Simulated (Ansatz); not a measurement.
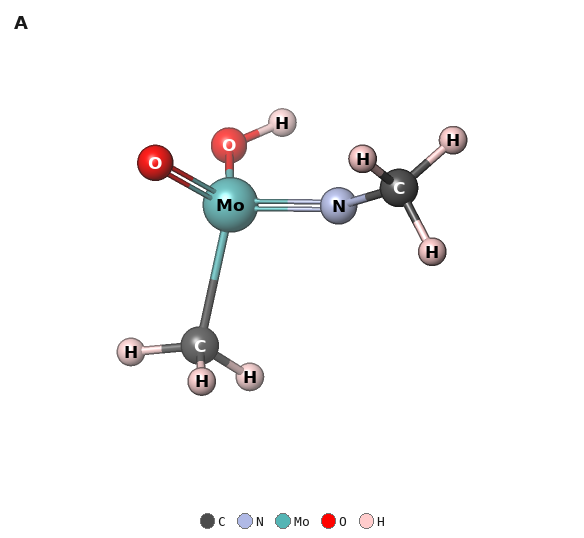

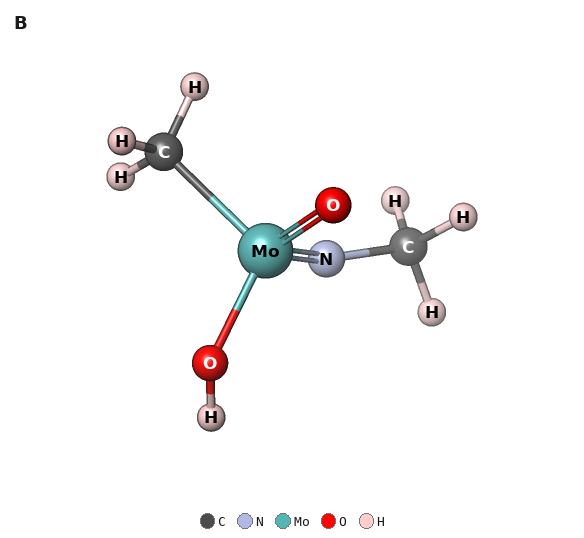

Atoms fade into the background with distance from the viewer. The species is neutral and a spin singlet. The computed structure is the end point of a PBE0-D4/def2-TZVP optimisation.

How are A and B related: the same structure turned, mirror images, conformers, diastereomers or constitutional isomers?

Answer. They are enantiomers, mirror images that no rotation superimposes: A is C[N]=[Mo@@]([CH3])(=[O])[OH] (), B is C[N]=[Mo@]([CH3])(=[O])[OH] (). Their energies are equal.
